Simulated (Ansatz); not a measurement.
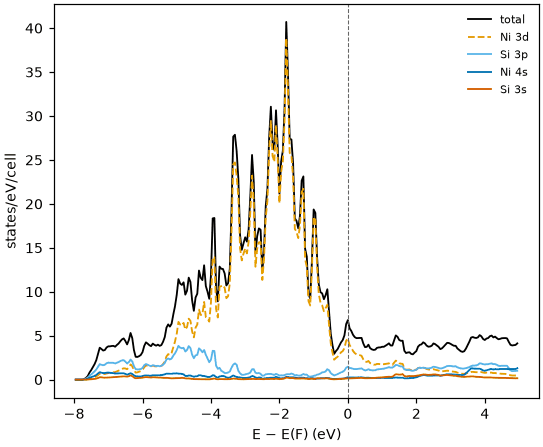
*Total and projected density of states of SiNi₂ in space group Pnma (No. 62; Si on 4c, Ni on 4c, Ni on 4c), plane-wave PAW PBEsol (Ansatz code)*

Which orbitals carry the states next to the Fermi level?

Within 0.5 eV of the Fermi level: Ni 3d 68 %, Si 3p 22 %. Projections are on Löwdin-orthogonalised atomic valence shells; empty p or d shells of many metals are not among them.

Where is the tallest occupied peak in this window, and what makes it?

Near -1.8 eV, about 41 states/eV per cell; the largest projected share is Ni 3d.

The PBEsol relaxation kept the symmetry of its start; of distortions, only those at the zone centre were tested. No spin polarisation was allowed.

Potentials: the later of the program's two PAW sets.
